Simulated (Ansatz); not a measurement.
Starting cell, SnO2 (rutile):

```xyz
6
Lattice="4.7692 0.0000 0.0000 0.0000 4.7692 0.0000 0.0000 0.0000 3.2120" Properties=species:S:1:pos:R:3 pbc="T T T"
Sn     0.0000     0.0000     0.0000
Sn     2.3846     2.3846     1.6060
O      1.4607     1.4607     0.0000
O      3.8453     0.9239     1.6060
O      0.9239     3.8453     1.6060
O      3.3085     3.3085     0.0000
```

In this cell atom 3 (O, nearest neighbour Sn at 2.066 Å; its periodic images, 3.2 Å or more away, move with it) is moved by s along Cartesian [110], unit vector (0.707, 0.707, 0.000); all other atoms and the cell stay fixed.

Method: PBEsol (plane waves to 420 eV, PAW, scalar-relativistic; Ansatz, a program for electronic structure). k mesh 6×6×8 (Γ-centred), Fermi-Dirac smearing 0.05 eV. E stands for the smeared free energy. Left out: 1 of 11 points, with atoms too close for the PAW data. SnO2 was relaxed with its symmetry unable to fall. ΔE is measured from the undisplaced structure.

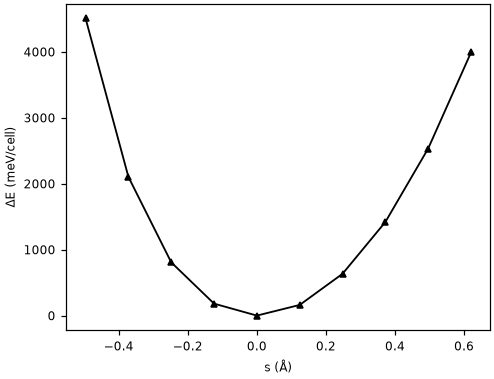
Fig. 1. ΔE (meV/cell) against s (Å); markers are the computed points, lines only join them.

Q: Is the energy the same for displacements of ±0.496 Å, and if not, which side lies higher?

A: Not even: the negative side lies higher at ±0.496 Å.

Q: What is the energy change at s = 0.620 Å?

A: About 4000 meV/cell.

(For displaced atoms, the force is minus the slope of the energy, and its curvature is a force constant, which sets phonon frequencies.)
